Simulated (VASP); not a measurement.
Band structure of HgS (space group F-43m). Level of theory: PBE GGA, VASP's PBE PAW potentials (set 64) (plane waves; VASP).

Unless said otherwise, spin-orbit coupling is left out, though it shifts the bands of the heavy elements here.

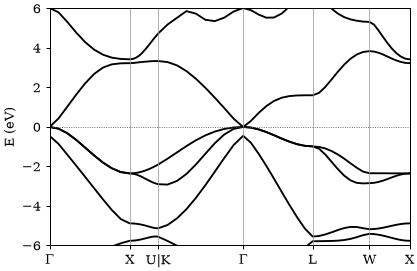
Fig. 1. Bands along high-symmetry lines, zero at the valence-band maximum or, without a gap, the Fermi level

Task: Read the plot: is there a gap, and where are the band edges?

Result: It has no gap at this level: it comes out as a metal or semimetal.

The structure comes from a computed database's HgS entry; how it stands against other phases isn't given here. The cell was not relaxed at this level.
